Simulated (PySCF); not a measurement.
## Electronic structure of C4H9NO2Si in real space

```yaml
atoms:
  - { symbol: O, position_ang: [0.7117, -0.3455, -1.7406] }
  - { symbol: C, position_ang: [-0.1990, 0.0104, -1.0467] }
  - { symbol: N, position_ang: [-1.4581, 0.1974, -1.3845] }
  - { symbol: C, position_ang: [-2.3893, 0.2688, -0.1819] }
  - { symbol: C, position_ang: [-1.4451, 0.4182, 1.0331] }
  - { symbol: C, position_ang: [-0.0405, 0.4195, 0.4602] }
  - { symbol: O, position_ang: [0.8600, -0.3887, 1.1688] }
  - { symbol: Si, position_ang: [2.1989, -1.0686, 0.4162] }
  - { symbol: H, position_ang: [-1.7379, 0.2384, -2.3177] }
  - { symbol: H, position_ang: [-3.0330, 1.1375, -0.3499] }
  - { symbol: H, position_ang: [-2.9380, -0.6647, -0.1828] }
  - { symbol: H, position_ang: [-1.5347, -0.5376, 1.5966] }
  - { symbol: H, position_ang: [-1.7403, 1.2099, 1.7122] }
  - { symbol: H, position_ang: [0.3801, 1.4535, 0.3935] }
  - { symbol: H, position_ang: [2.7773, -0.0137, -0.4554] }
  - { symbol: H, position_ang: [2.9803, -1.3444, 1.6225] }
  - { symbol: H, position_ang: [2.0504, -2.2867, -0.4085] }
```

Geometry: GFN2-xTB, MD frame at 250 fs, 300 K.

Theory: PBE0/pcSseg-1, SCF density, gas phase, non-relativistic (PySCF).

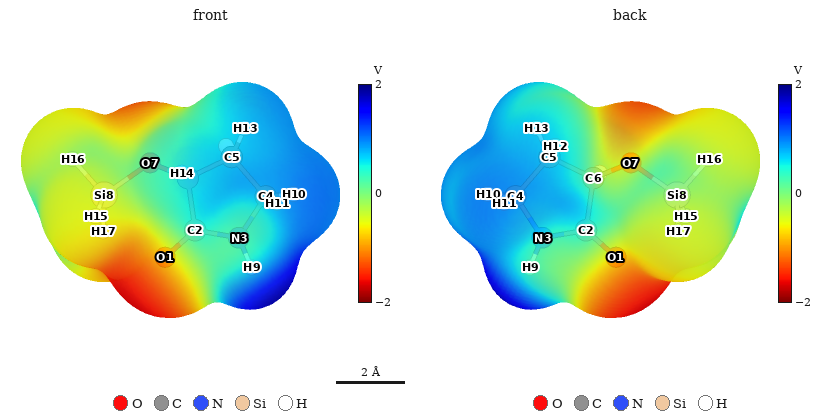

Figure 1. The molecular electrostatic potential painted on the density surface at 0.001 e/bohr³, seen from the front and from behind; the colour scale runs from red (negative) to blue (positive).

**Describe the electrostatic potential map.**

The most negative region (about −1.7 V, or −39 kcal/mol for a unit charge) lies over O1, the most positive (about +1.8 V, or +42 kcal/mol for a unit charge) over H9. O1 is the likeliest acceptor of a hydrogen bond.

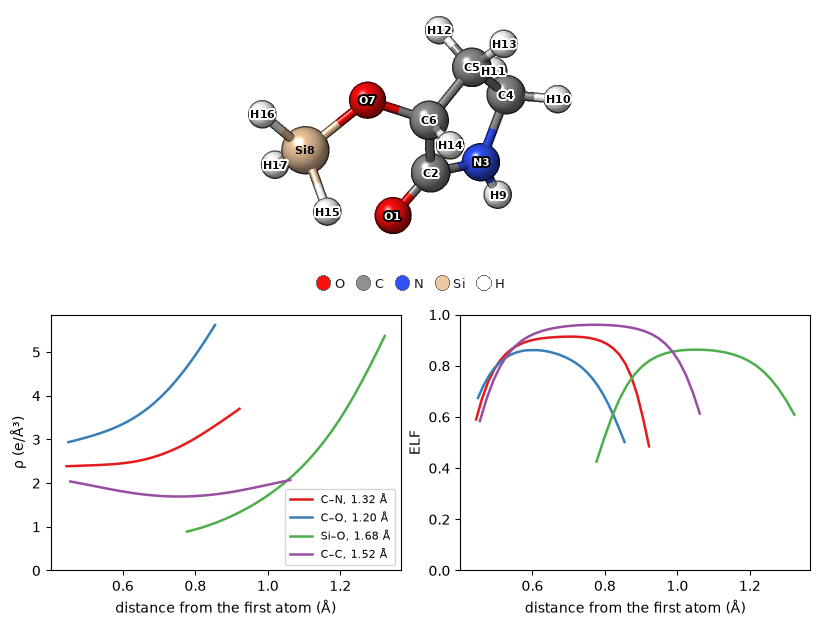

Figure 2. Electron density and ELF along straight lines between neighbouring atoms. The curves leave out the atomic cores. The structure is drawn too.

**What can be read from the curves?**

C–N (1.32 Å): ρ at the midpoint is about 2.5 e/Å³; the ELF peaks at about 0.90 between the atoms; localised, covalent bonding.
C–O (1.20 Å): ρ is about 3.4 e/Å³ halfway; the ELF peaks at about 0.85 between the atoms: a multiple bond.
Si–O (1.68 Å): ρ is about 1 e/Å³ halfway; the ELF peaks at about 0.85 between the atoms: a shared but strongly polarised pair.
C–C (1.52 Å): the density is about 1.7 e/Å³ at the midpoint; the ELF peaks at about 0.95 between the atoms, as expected for a covalent bond.
